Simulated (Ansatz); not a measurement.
```xyz
10

C    -0.9259    0.7671   -0.9032
N    -0.3114   -0.4960   -0.5276
Sn    0.9285   -0.6323    1.1104
H    -1.7189    0.6026   -1.6557
H    -1.4195    1.2233   -0.0278
H    -0.2371    1.5336   -1.3203
H     0.0631   -0.9866   -1.3381
H     1.4298   -2.2745    1.1708
H    -0.0347   -0.2001    2.4667
H     2.3092    0.4118    1.0277
```

Core potentials replace the inner electrons of Sn.

Level of theory: RKS B3LYP/def2-SVP in Ansatz.

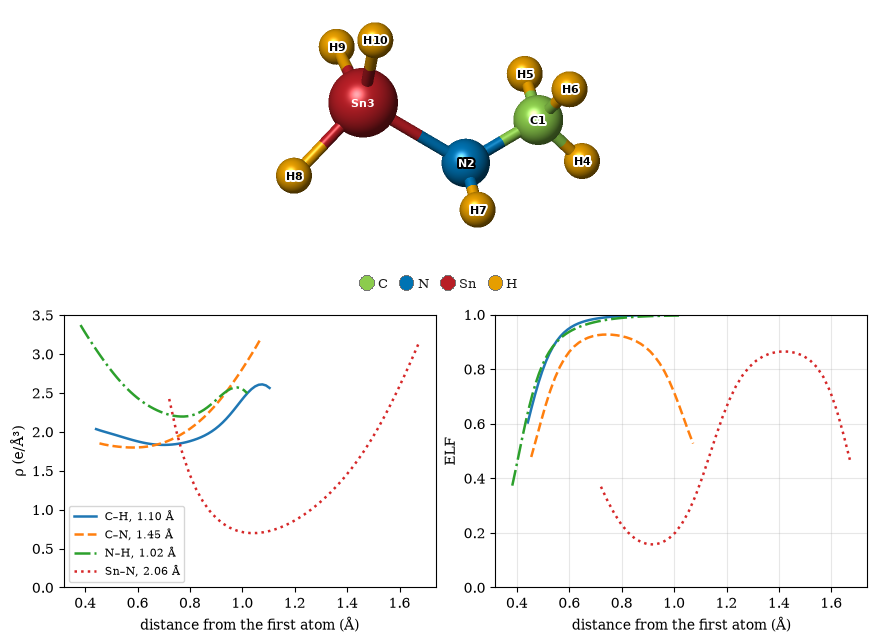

CH₇NSn (SMILES C[NH][SnH3]). Electron density and electron localisation function along straight lines between neighbouring atoms. The curves leave out the atomic cores. The structure is drawn too.

Question: What can be read from the curves?

Answer: C–H (1.10 Å): ρ is about 1.9 e/Å³ halfway; the ELF climbs to about 1 towards the hydrogen, as it does in any bond to H (a covalent bond by its length).
C–N (1.45 Å): ρ at the midpoint is about 1.9 e/Å³; the ELF peaks at about 0.95 between the atoms: a shared electron pair.
N–H (1.02 Å): ρ is about 2.7 e/Å³ halfway; the ELF climbs to about 1 towards the hydrogen: a covalent bond by its length.
Sn–N (2.06 Å): the density is about 0.7 e/Å³ at the midpoint; the ELF peaks at about 0.85 in the valence shell of N, 0.6 Å from its nucleus, and drops to about 0.15 between the two atoms.
